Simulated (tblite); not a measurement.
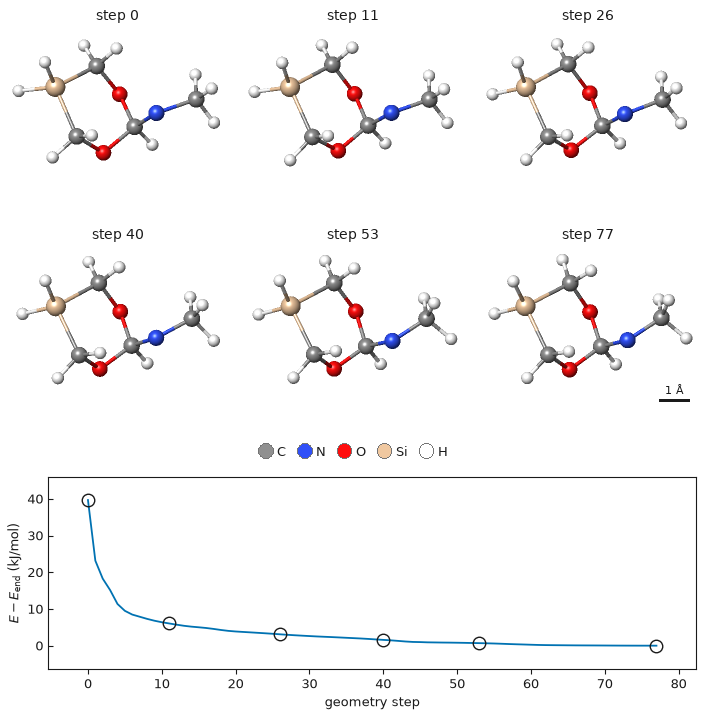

Frames of a relaxation of C₄H₁₀NO₂Si (multiplicity 2), marked on the history of the run. A ball-and-stick model, seen at a tilt.

Method: GFN2-xTB geometry optimisation, gas phase in tblite 0.8.0. 

**What happens along the run?**

The atom that moves furthest after the best rigid fit is an H atom (0.51 Å). Largest moves by element: H 0.51 Å, N 0.30 Å, C 0.18 Å, O 0.17 Å, Si 0.05 Å. Some distances before and after: C–N 1.471 → 1.402 Å, C–O 1.440 → 1.384 Å, C–O 1.452 → 1.411 Å, H–Si 1.501 → 1.464 Å. Among the angles between lasting bonds that change: Si–C–O 116.1° → 105.8°, H–Si–H 106.2° → 114.8°, Si–C–H 108.7° → 114.9°. Groups turn about C–N by about 40°, C–N by about 25°. After 77 geometry steps the energy has fallen by 39.7 kJ/mol. The run took 0.77 s on 1 thread of Intel(R) Xeon(R) Processor @ 2.70GHz (shared host). From step 0 to 11: an H atom moves most (0.13 Å), energy −33.6 kJ/mol. From step 11 to 26: an H atom moves most (0.15 Å), energy −2.95 kJ/mol. From step 26 to 40: the N atom moves most (0.18 Å), energy −1.52 kJ/mol. From step 40 to 53: an H atom moves most (0.13 Å), energy −0.88 kJ/mol. From step 53 to 77: an H atom moves most (0.14 Å), energy −0.69 kJ/mol.

```csv
step,"E − E(0), kJ/mol"
0,0.00
1,-16.52
2,-21.41
3,-24.52
4,-28.31
5,-30.17
6,-31.19
7,-31.78
8,-32.36
9,-32.86
10,-33.28
14,-34.48
17,-35.10
21,-35.92
24,-36.29
28,-36.82
31,-37.15
35,-37.52
38,-37.83
42,-38.36
45,-38.69
49,-38.83
52,-38.93
56,-39.14
59,-39.34
63,-39.53
66,-39.58
70,-39.62
73,-39.65
77,-39.66
```
